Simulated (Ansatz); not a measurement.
**Geometry relaxation of MoHClF5 (part 1 of 2)**

System: MoHClF5, multiplicity 2.
Method: UKS PBE/def2-SVP (Ansatz 0.2.0).

It belongs to a series of runs on one base structure; here: end point B relaxed. Figures and captions count atoms from 1; the log counts them from 0 in places.

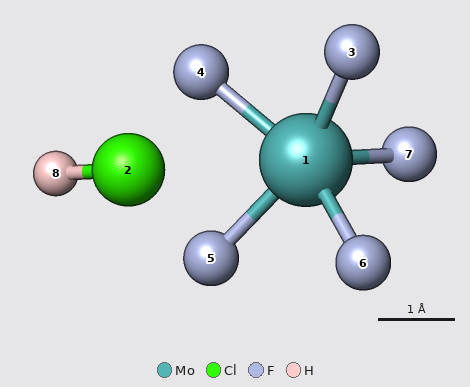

**Figure 1.** The structure as given in the input (ball-and-stick view, seen at a tilt; atoms are numbered from 1 in the order of the input). Sticks mark near contacts. Bond lengths as drawn: Cl–H 1.34 Å and F–Mo 1.82 to 1.87 Å.

The input
```yaml
crystal:
  periodic: [false, false, false]
  atoms:
    - { symbol: Mo, position_ang: [0.02543, -0.025429, -0.237145] }
    - { symbol: Cl, position_ang: [0.410522, -0.410527, 3.222074] }
    - { symbol: F, position_ang: [1.877445, 0.087388, -0.115907] }
    - { symbol: F, position_ang: [0.036053, 1.700174, 0.473533] }
    - { symbol: F, position_ang: [-1.700185, -0.036046, 0.47351] }
    - { symbol: F, position_ang: [-0.087379, -1.877441, -0.115886] }
    - { symbol: F, position_ang: [-0.031515, 0.03151, -2.055891] }
    - { symbol: H, position_ang: [-0.53037, 0.530372, 3.375713] }
magnetization:
  spin_polarized: true
  initial_magnetization: 1
basis:
  gaussian: { orbitals: def2-SVP }
hamiltonian:
  xc: pbe
relax:
  f_tol: 0.03
  max_steps: 50
```

Run on 4 threads of Arm Neoverse V1, 24 GiB of memory available, shared host.

Launched with:
```bash
ansatz run input.yaml --threads 4 --pin off --max-ram 5120MiB --backend cpu --events-out ev --progress --plain --runs-dir out
```

Log
```
The last accepted step is kept in [file] (removed where the run ends without a failure and the disk answers)
Engine: ansatz 0.2.0, aarch64-unknown-linux-gnu
Functional definition: PBE
  parameter kappa = 0.804
  parameter beta = 0.06672455060314922
  exchange = pbe_x(kappa = kappa, mu = beta*pi^2/3)
  correlation = pbe_c(beta = beta)
1296 factors; their error is unknown
mean field evaluation 1: about -27943.9774 eV, gradient 5.3e1 eV
mean field evaluation 2: about -27742.3795 eV, gradient 2.2e2 eV
mean field evaluation 4: about -27951.2693 eV, gradient 2.4e1 eV
mean field evaluation 8: about -27953.3157 eV, gradient 2.4e-1 eV
mean field evaluation 16: about -27953.2492 eV, gradient 8.3e-3 eV
mean field evaluation 32: about -27952.9669 eV, gradient 4.4e0 eV
mean field -27953.24918227 eV, -1027.2629600557 hartree, gradient 3.4e-6 eV, S^2 0.751895; 6 other end points of the search recorded, 0 dependent functions left out
the calculation of the forces begins
reference -27953.24925566 eV, -1027.2629627525 hartree; 39, 38 occupied and 85, 86 virtual orbitals, 1296 factors
relax step   1: F+E_penalty+E_count = -27953.24918227 eV  Δ(F+E_penalty+E_count) = +0.000e0 eV  max|allowed force component| = 7.781e-1 eV/Å  Δτ_max = 0.0000 Å  (134 SCF iters, accepted)
these checks for a lower state are left out or cut short: starts, cluster_reference, orbital_swaps, neighbouring_geometries, increment
1296 factors; their error is unknown
mean field -27953.31626476 eV, -1027.2654252917 hartree, gradient 1.5e-5 eV, S^2 0.751880; 0 other end points of the search recorded, 0 dependent functions left out
[... from here on the field's lines of each further geometry are left out, up to the last ...]
relax step   2: F+E_penalty+E_count = -27953.31626476 eV  Δ(F+E_penalty+E_count) = -6.708e-2 eV  max|allowed force component| = 5.202e-1 eV/Å  Δτ_max = 0.1955 Å  (40 SCF iters, accepted)
relax step   3: F+E_penalty+E_count = -27953.38553848 eV  Δ(F+E_penalty+E_count) = -6.927e-2 eV  max|allowed force component| = 4.539e-1 eV/Å  Δτ_max = 0.1987 Å  (44 SCF iters, accepted)
relax step   4: F+E_penalty+E_count = -27953.43287316 eV  Δ(F+E_penalty+E_count) = -4.733e-2 eV  max|allowed force component| = 4.593e-1 eV/Å  Δτ_max = 0.1953 Å  (46 SCF iters, accepted)
relax step   5: F+E_penalty+E_count = -27953.44407053 eV  Δ(F+E_penalty+E_count) = -1.120e-2 eV  max|allowed force component| = 3.326e-1 eV/Å  Δτ_max = 0.0439 Å  (45 SCF iters, accepted)
relax step   6: F+E_penalty+E_count = -27953.45440780 eV  Δ(F+E_penalty+E_count) = -1.034e-2 eV  max|allowed force component| = 2.297e-1 eV/Å  Δτ_max = 0.0864 Å  (47 SCF iters, accepted)
relax step   7: F+E_penalty+E_count = -27953.44734743 eV  Δ(F+E_penalty+E_count) = +7.060e-3 eV  max|allowed force component| = 5.095e-1 eV/Å  Δτ_max = 0.1734 Å  (55 SCF iters, rejected (line search))
relax step   8: F+E_penalty+E_count = -27953.46400117 eV  Δ(F+E_penalty+E_count) = -9.593e-3 eV  max|allowed force component| = 9.384e-2 eV/Å  Δτ_max = 0.0844 Å  (60 SCF iters, accepted)
relax step   9: F+E_penalty+E_count = -27953.46585372 eV  Δ(F+E_penalty+E_count) = -1.853e-3 eV  max|allowed force component| = 5.612e-2 eV/Å  Δτ_max = 0.0504 Å  (55 SCF iters, accepted)
relax step  10: F+E_penalty+E_count = -27953.46809721 eV  Δ(F+E_penalty+E_count) = -2.243e-3 eV  max|allowed force component| = 7.030e-2 eV/Å  Δτ_max = 0.0745 Å  (48 SCF iters, accepted)
relax step  11: F+E_penalty+E_count = -27953.46037178 eV  Δ(F+E_penalty+E_count) = +7.725e-3 eV  max|allowed force component| = 9.193e-1 eV/Å  Δτ_max = 0.1968 Å  (62 SCF iters, rejected (line search))
relax step  12: F+E_penalty+E_count = -27953.47605754 eV  Δ(F+E_penalty+E_count) = -7.960e-3 eV  max|allowed force component| = 1.202e-1 eV/Å  Δτ_max = 0.0984 Å  (63 SCF iters, accepted)
relax step  13: F+E_penalty+E_count = -27953.48704703 eV  Δ(F+E_penalty+E_count) = -1.099e-2 eV  max|allowed force component| = 3.175e-1 eV/Å  Δτ_max = 0.0984 Å  (60 SCF iters, accepted)
relax step  14: F+E_penalty+E_count = -27953.50509233 eV  Δ(F+E_penalty+E_count) = -1.805e-2 eV  max|allowed force component| = 7.801e-1 eV/Å  Δτ_max = 0.1430 Å  (55 SCF iters, accepted)
relax step  15: F+E_penalty+E_count = -27953.51324455 eV  Δ(F+E_penalty+E_count) = -8.152e-3 eV  max|allowed force component| = 1.159e0 eV/Å  Δτ_max = 0.1925 Å  (55 SCF iters, accepted)
relax step  16: F+E_penalty+E_count = -27953.54531294 eV  Δ(F+E_penalty+E_count) = -3.207e-2 eV  max|allowed force component| = 2.345e-1 eV/Å  Δτ_max = 0.0678 Å  (47 SCF iters, accepted)
relax step  17: F+E_penalty+E_count = -27953.53524338 eV  Δ(F+E_penalty+E_count) = +1.007e-2 eV  max|allowed force component| = 5.394e-1 eV/Å  Δτ_max = 0.2000 Å  (48 SCF iters, rejected (line search))
relax step  18: F+E_penalty+E_count = -27953.55873059 eV  Δ(F+E_penalty+E_count) = -1.342e-2 eV  max|allowed force component| = 1.872e-1 eV/Å  Δτ_max = 0.0973 Å  (50 SCF iters, accepted)
relax step  19: F+E_penalty+E_count = -27953.55656015 eV  Δ(F+E_penalty+E_count) = +2.170e-3 eV  max|allowed force component| = 1.824e-1 eV/Å  Δτ_max = 0.0489 Å  (43 SCF iters, rejected (line search))
relax step  20: F+E_penalty+E_count = -27953.56042268 eV  Δ(F+E_penalty+E_count) = -1.692e-3 eV  max|allowed force component| = 6.378e-2 eV/Å  Δτ_max = 0.0236 Å  (45 SCF iters, accepted)
the calculation of the forces begins
reference -27953.56076801 eV, -1027.2744106204 hartree; 39, 38 occupied and 85, 86 virtual orbitals, 1296 factors
relax step  21: F+E_penalty+E_count = -27953.56069491 eV  Δ(F+E_penalty+E_count) = -2.722e-4 eV  max|allowed force component| = 2.186e-2 eV/Å  Δτ_max = 0.0097 Å  (43 SCF iters, accepted)
1296 factors; their error is unknown
mean field evaluation 320: about -27953.5607 eV, gradient 1.6e-4 eV
```

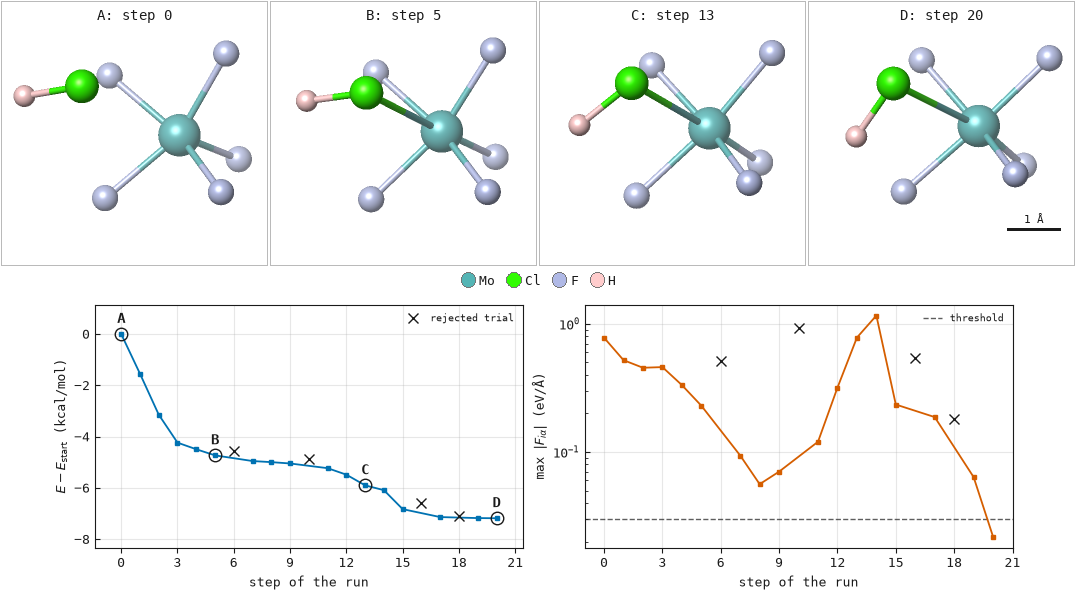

**Figure 2.** Frames of the relaxation (ball-and-stick view, seen at a tilt) above the curves, on which the letters mark them (the first geometry is step 0 here and step 1 in the log).

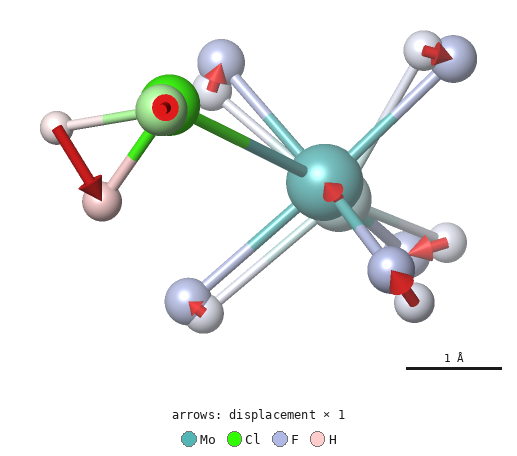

**Figure 3.** Start (faint) and end (solid) with the displacements as red arrows, at true length (ball-and-stick view, seen at a tilt). The two geometries are laid on each other by the best rigid fit. H8 moves most after the best rigid fit: 0.92 Å. Largest moves by element: H 0.92 Å, F 0.54 Å, Cl 0.48 Å, Mo 0.30 Å. Among the contacts that change: Mo1–Cl2 3.502 → 2.816 Å, Mo1–F5 1.866 → 1.908 Å, Mo1–F4 1.866 → 1.833 Å, Cl2–H8 1.339 → 1.309 Å. Among the angles that change: F3–Mo1–F5 153.7° → 176.2°, F5–Mo1–F7 110.6° → 92.6°, F6–Mo1–F7 95.4° → 102.6°. The energy falls by 7.18 kcal/mol in 20 geometry steps. Largest force component: 0.78 eV/Å at the start, 0.022 eV/Å at the end. The line search rejected the trial steps at points 6, 10, 16, 18 (counted from 0) and went back. (Atoms are counted from 1 in the order of the input.)

```
mean field -27953.56069491 eV, -1027.2744079341 hartree, gradient 2.4e-5 eV, S^2 0.752452; 7 other end points of the search recorded, 0 dependent functions left out
the calculation of the forces begins
reference -27953.56076801 eV, -1027.2744106204 hartree; 39, 38 occupied and 85, 86 virtual orbitals, 1296 factors
Total energy: -27953.56076801 eV, -1027.2744106204 hartree
Atom 0 at     0.132846     0.016416     0.043063 Å, force     0.009163    -0.003948     0.005262 eV/Å
Atom 1 at     0.377933    -0.108147     2.845893 Å, force     0.021860    -0.005478     0.007855 eV/Å
Atom 2 at     1.962648    -0.063590    -0.397823 Å, force    -0.006113    -0.003491     0.001666 eV/Å
Atom 3 at     0.337892     1.775092     0.518407 Å, force    -0.000373     0.009318    -0.009664 eV/Å
Atom 4 at    -1.685867     0.104220     0.611654 Å, force    -0.008863    -0.005243     0.003337 eV/Å
Atom 5 at     0.133581    -1.786713     0.375759 Å, force     0.000516    -0.002156    -0.000340 eV/Å
Atom 6 at    -0.332497     0.097220    -1.735454 Å, force     0.002127     0.007475    -0.000208 eV/Å
Atom 7 at    -0.926536    -0.034498     2.758502 Å, force    -0.018317     0.003522    -0.007909 eV/Å
Dipole moment:    -0.149598    -0.015298     0.600690 e Å
```

Trajectory as extended XYZ (Å, eV, eV/Å), 21 frames, from step=1 to step=21
```
8
Properties=species:S:1:pos:R:3:forces:R:3 step=1 energy=-27953.24918
Mo    0.0254   -0.0254   -0.2371    0.0176  -0.0176   0.2096
Cl    0.4105   -0.4105    3.2221   -0.7781   0.7781  -0.1270
F     1.8774    0.0874   -0.1159    0.0021  -0.0016   0.0097
F     0.0361    1.7002    0.4735    0.0025  -0.0049   0.0020
F    -1.7002   -0.0360    0.4735    0.0048  -0.0025   0.0020
F    -0.0874   -1.8774   -0.1159    0.0016  -0.0021   0.0098
F    -0.0315    0.0315   -2.0559   -0.0029   0.0029   0.0271
H    -0.5304    0.5304    3.3757    0.7522  -0.7522  -0.1332
8
Properties=species:S:1:pos:R:3:forces:R:3 step=2 energy=-27953.31627
Mo    0.0305   -0.0305   -0.1970    0.0109  -0.0109   0.3761
Cl    0.3844   -0.3844    3.0301   -0.5004   0.5004  -0.0037
F     1.8828    0.0848   -0.0851    0.0548   0.0030  -0.0065
F     0.0389    1.6984    0.5042    0.0050   0.0773  -0.0444
F    -1.6985   -0.0389    0.5042   -0.0773  -0.0050  -0.0444
F    -0.0848   -1.8828   -0.0851   -0.0030  -0.0547  -0.0064
F    -0.0289    0.0289   -2.0162   -0.0101   0.0101  -0.0053
H    -0.5244    0.5244    3.3650    0.5202  -0.5202  -0.2655
8
Properties=species:S:1:pos:R:3:forces:R:3 step=3 energy=-27953.38554
Mo    0.0334   -0.0334   -0.1228    0.0511  -0.0511   0.4539
Cl    0.3768   -0.3769    2.8316   -0.3332   0.3332   0.1548
F     1.8888    0.0890   -0.0368    0.0382   0.0215  -0.0215
F     0.0318    1.7214    0.5166    0.0080   0.1176  -0.0848
F    -1.7214   -0.0318    0.5166   -0.1177  -0.0080  -0.0848
F    -0.0890   -1.8888   -0.0368   -0.0215  -0.0382  -0.0215
F    -0.0205    0.0205   -1.9461   -0.0233   0.0233  -0.0508
H    -0.5000    0.5000    3.2977    0.3983  -0.3983  -0.3452
8
Properties=species:S:1:pos:R:3:forces:R:3 step=4 energy=-27953.43287
Mo    0.0320   -0.0319   -0.0356    0.1787  -0.1787   0.2516
Cl    0.4191   -0.4191    2.7334   -0.4593   0.4593   0.1762
F     1.8902    0.1042    0.0185   -0.0333   0.0200  -0.0373
F     0.0176    1.7559    0.5227    0.0187   0.0342  -0.0459
F    -1.7560   -0.0176    0.5226   -0.0343  -0.0187  -0.0460
F    -0.1042   -1.8902    0.0186   -0.0200   0.0333  -0.0373
F    -0.0171    0.0171   -1.8643   -0.0739   0.0739  -0.0860
H    -0.4816    0.4816    3.1041    0.4233  -0.4234  -0.1753
```
